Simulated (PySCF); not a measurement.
# C₂H₆S, SMILES `CSC`: electronic structure

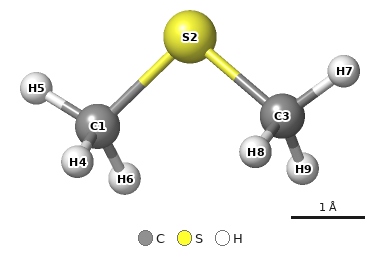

The molecule, with its atoms numbered as below. No frequency check shows the geometry to be a minimum.

Geometry (Å), atoms numbered from 1:

```
C1       1.3767    0.5180    0.0005
S2      -0.0001   -0.6641    0.0000
C3      -1.3766    0.5180   -0.0005
H4       1.3268    1.1341    0.8942
H5       2.2924   -0.0633   -0.0022
H6       1.3275    1.1339   -0.8932
H7      -2.2923   -0.0632    0.0022
H8      -1.3272    1.1342    0.8932
H9      -1.3267    1.1341   -0.8942
```

### 1. Bonding charge

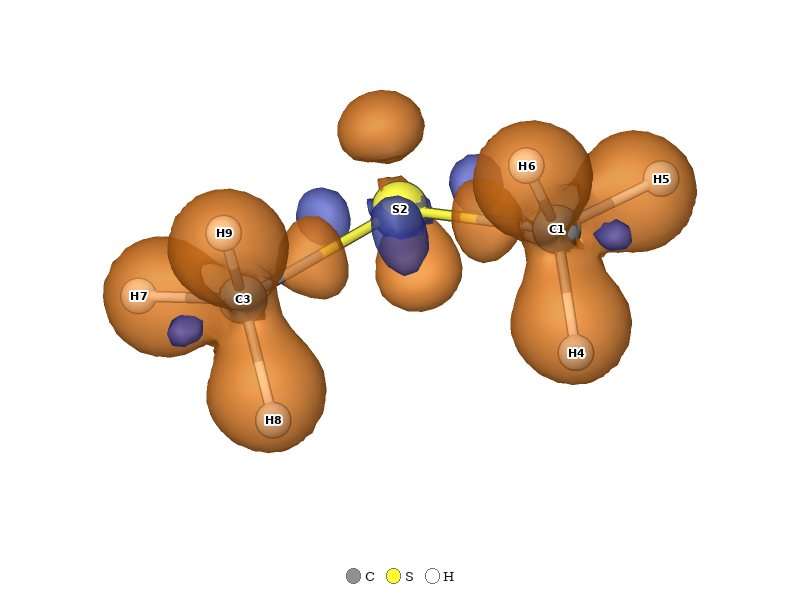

Deformation density (molecule less spherical, spin-averaged free atoms at the same positions), surfaces at ±0.13 e/Å³; orange: gain, blue: loss.

Method: B3LYP/def2-SVPD; geometry: GFN2-xTB; program: PySCF.

Q: Describe the bonding that the map shows.

A: C1–H5 and C3–H7: +0.70 e/Å³ at the bond critical point (bond length 1.08 Å). C1–H6, C1–H4, C3–H9 and C3–H8: +0.70 e/Å³ at the bond critical point (bond length 1.09 Å). S2–C3 and C1–S2: +0.27 e/Å³ at the bond critical point (bond length 1.81 Å). In all, 1.9 electrons gather in the regions of gain relative to the promolecule.

### 2. Bond critical points

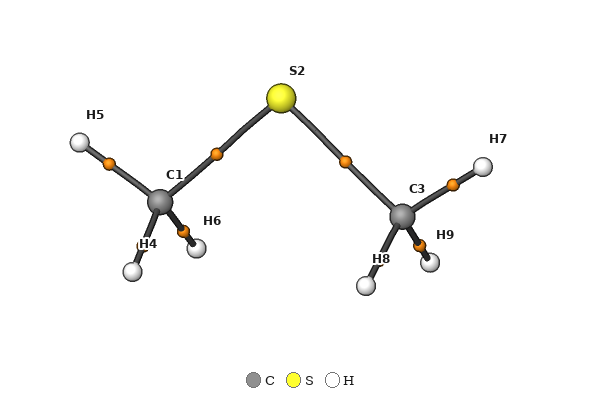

Molecular graph of the electron density (QTAIM): bond paths, bond critical points (orange), ring points (yellow, if any); weak paths are dashed.

Q: How many critical points of each kind are there, and does the count close?

A: 9 nuclei, 8 bond, 0 ring and 0 cage critical points: 9 − 8 + 0 − 0 = 1, as the Poincaré–Hopf relation requires.

Q: Give the properties at the bond critical points.

A:
```
           bond  length (Å)  ρ (a.u.)  ∇²ρ (a.u.)     ε  H (a.u.)
C1–H5 (2 alike)       1.085     0.281       −1.06  0.01    −0.307
C1–H6 (4 alike)       1.087     0.280       −1.05  0.01    −0.305
S2–C3 (2 alike)       1.814     0.182       −0.34  0.08    −0.131
```

Q: What kind of interaction is S2–C3?

A: Shared-shell (covalent): ρ = 0.182, ∇²ρ = −0.34, H = −0.131 a.u.

### 3. Local ionisation energy

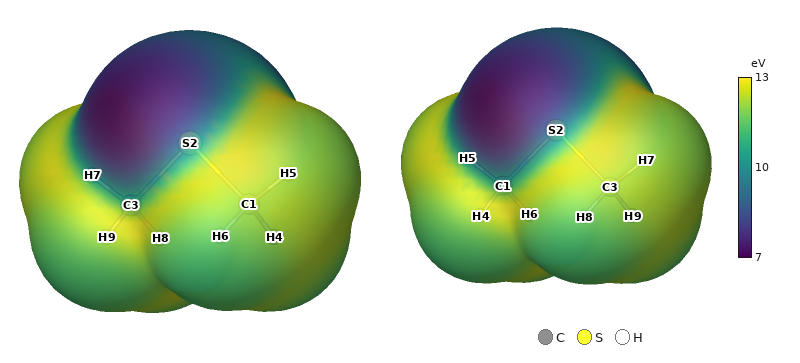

Average local ionisation energy on the surface of electron density 0.001 a.u. (back view left, front view right).

Q: Where are the most loosely bound electrons on this surface?

A: The lowest value is 7.0 eV, 2.3 Å from S2, and at like points elsewhere. Further minima include 11.2 eV, 1.4 Å from H8, and at like points elsewhere. For comparison, the highest occupied orbital lies at −6.1 eV.

### 4. In an electric field

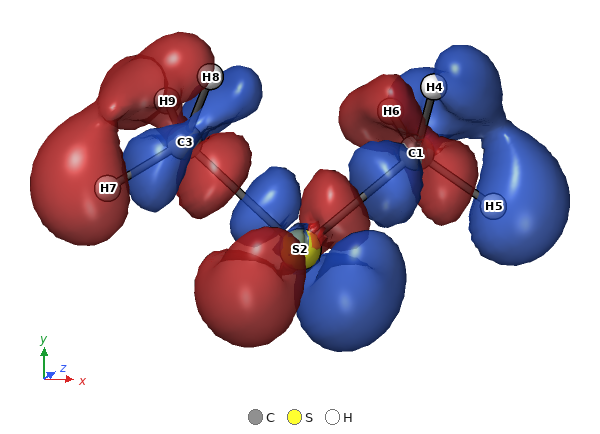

Change of the electron density in a uniform field of 0.21 V/Å, surfaces at ±0.002 e/Å³ (red: gain, blue: loss).

PySCF calculation, B3LYP/def2-SVPD, gas phase; geometry: GFN2-xTB.

Q: Along which Cartesian direction does the field point?

A: Along +x: electrons gather on the −x side, against the field.

Q: How large is the response?

A: The induced dipole is 0.57 D (along the field); α along this axis, from the fields in both directions, is 56 bohr³ (8.3 Å³).

Q: Which atoms gain and lose the most charge?

A: Electrons gather most on H7 (Hirshfeld charge changes by −0.009 e) and leave H5 most (+0.009 e); 0.051 electrons are displaced in all.

### 5. Removing or adding an electron

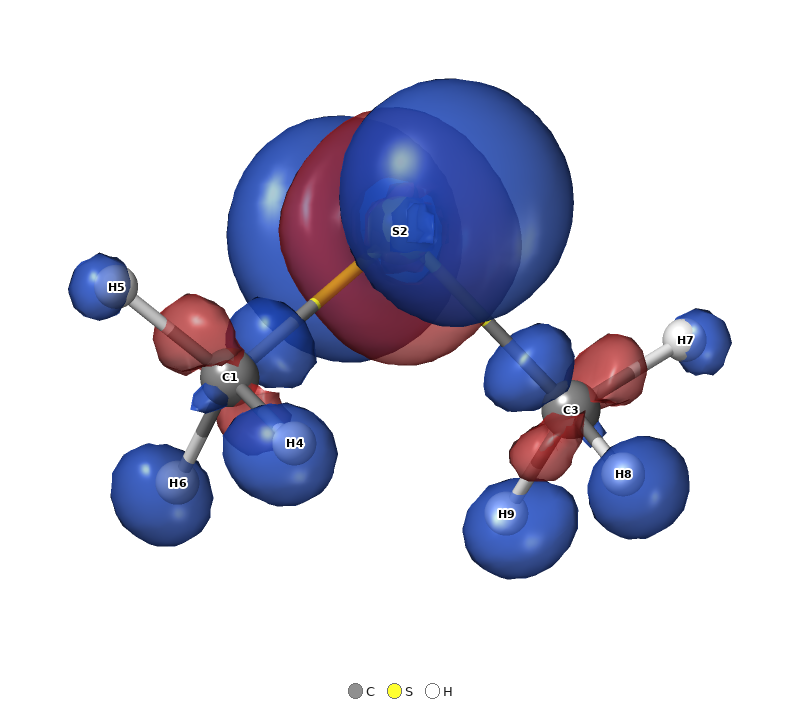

Fukui function f⁻ = ρ(N) − ρ(N−1) at fixed geometry, surfaces at ±0.04 e/Å³ (blue positive, red negative).

Q: Which atoms respond most to the removal of an electron?

A: f⁻ (Hirshfeld-condensed) is largest on S2 (0.54); the vertical ionisation energy is 8.67 eV. Condensed values hint at sites of electrophilic attack but needn't mark the atom that reacts. Orbital relaxation makes it negative in places (0.18 e in all).

The PySCF runs shown took 9.7 s, 21 s and 2.1 min on 1 thread of Intel(R) Xeon(R) Platinum 8259CL CPU @ 2.50GHz (Skylake/Cascade Lake), on a shared host.
